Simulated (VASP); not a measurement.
Band structure of Mg₃ZnTe₄ (ordered alloy cell). Level of theory: PBEsol GGA, VASP's PBE PAW potentials (set 64) (plane waves; VASP).

Unless said otherwise, spin-orbit coupling is left out, though it shifts the bands of the heavy elements here.

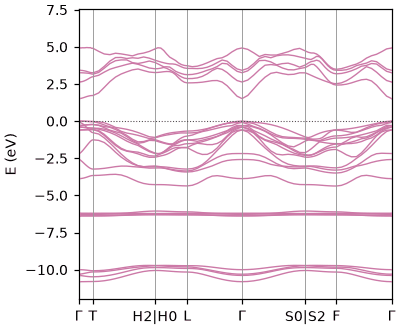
Fig. 1. Bands along high-symmetry lines, zero at the valence-band maximum or, without a gap, the Fermi level

Q: Read the plot: is there a gap, and where are the band edges?

A: The gap is direct, 1.52 eV, from the valence maximum at Γ to the conduction minimum at Γ. (Edges off the drawn lines would not show.)

The structure was generated: Mg3ZnTe4 was put into an ordered model structure (R3m), which need not be its known phase. It was relaxed first.
